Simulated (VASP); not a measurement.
Band structure of SiO2 (rutile). Calculation: PBE GGA with D3 dispersion (zero damping), VASP's PBE PAW potentials (set 64) (plane waves; VASP).

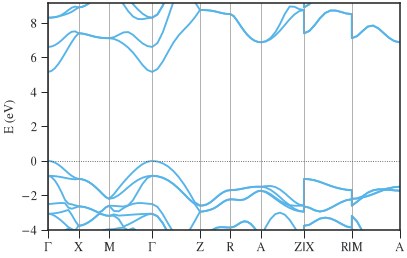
Bands along high-symmetry lines, zero at the valence-band maximum or, without a gap, the Fermi level

Task: Read the plot: is there a gap, and where are the band edges?

Result: The gap is direct, 5.16 eV, from the valence maximum at Γ to the conduction minimum at Γ. (Edges off the drawn lines would not show.)

The compound is SiO2 in the rutile structure, stishovite, a high-pressure form. It was relaxed first.
